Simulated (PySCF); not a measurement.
# C$_{6}$H$_{11}$OPSSi: what the fields show

```yaml
atoms:
  - { symbol: C, position_ang: [-2.2968, -1.1897, -0.6144] }
  - { symbol: C, position_ang: [-0.9086, -0.6864, -0.4283] }
  - { symbol: C, position_ang: [0.1749, -1.4660, -0.2696] }
  - { symbol: P, position_ang: [1.6539, -0.4419, -0.1474] }
  - { symbol: S, position_ang: [3.0839, -0.6472, -1.4518] }
  - { symbol: C, position_ang: [2.3214, -0.5956, 1.5982] }
  - { symbol: O, position_ang: [3.4144, 0.2493, 1.7389] }
  - { symbol: C, position_ang: [0.6581, 1.0631, -0.2248] }
  - { symbol: C, position_ang: [-0.6393, 0.7592, -0.4022] }
  - { symbol: Si, position_ang: [-1.9872, 2.0701, -0.5753] }
  - { symbol: H, position_ang: [-2.9388, -0.8182, 0.1833] }
  - { symbol: H, position_ang: [-2.7007, -0.8299, -1.5597] }
  - { symbol: H, position_ang: [-2.3196, -2.2767, -0.6128] }
  - { symbol: H, position_ang: [0.1875, -2.5425, -0.2847] }
  - { symbol: H, position_ang: [2.5874, -1.6535, 1.7600] }
  - { symbol: H, position_ang: [1.5627, -0.2953, 2.3247] }
  - { symbol: H, position_ang: [4.0127, 0.1025, 0.9866] }
  - { symbol: H, position_ang: [1.0784, 2.0535, -0.1951] }
  - { symbol: H, position_ang: [-2.7017, 1.8635, -1.8359] }
  - { symbol: H, position_ang: [-1.3444, 3.3808, -0.5460] }
  - { symbol: H, position_ang: [-2.9070, 1.9180, 0.5557] }
```

Geometry: GFN2-xTB.

Level of theory: PBE0/pcSseg-1, SCF density, gas phase, non-relativistic in PySCF.

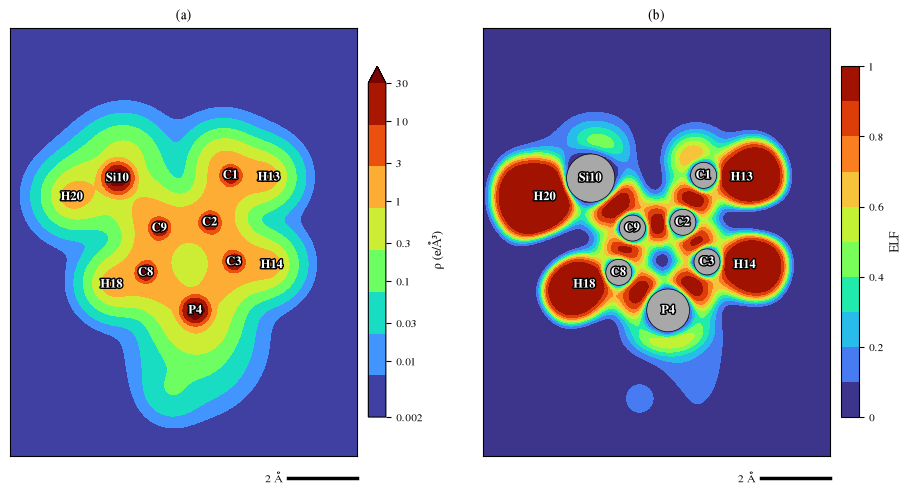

Figure 1. (a) total electron density; (b) electron localisation function on the plane of atoms C2, C9 and Si10. Grey discs cover the atomic cores in the ELF map.

**What do the fields say about this system?**

- Atoms in the plane: C, P, Si and H.
- C–C (1.34 Å): the density is about 2.2 e/Å³ at the midpoint; the ELF peaks at about 0.90 between the atoms (a short, multiple covalent bond).
- C–P (1.80 Å): ρ is about 1.2 e/Å³ halfway; the ELF peaks at about 0.95 between the atoms; localised, covalent bonding.
- C–Si (1.89 Å): ρ at the midpoint is about 0.92 e/Å³; the ELF peaks at about 0.95 between the atoms: a covalent bond.
- C–C (1.47 Å): ρ is about 1.8 e/Å³ halfway; the ELF peaks at about 0.95 between the atoms (a covalent bond).

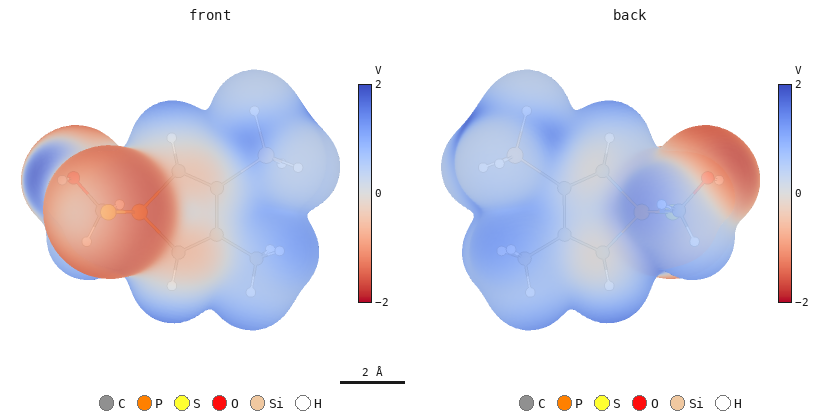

Figure 2. The molecular electrostatic potential painted on the density surface at 0.002 e/bohr³, seen from the front and from behind; red is negative and blue positive.

**Describe the electrostatic potential map.**

The most negative region (about −1.5 V, or −35 kcal/mol for a unit charge) lies over O7, the most positive (about +1.4 V, or +32 kcal/mol for a unit charge) over Si10 and H17. O7 is the likeliest acceptor of a hydrogen bond.

**How polar is the molecule by this calculation?**

Its dipole moment is 4.69 D.
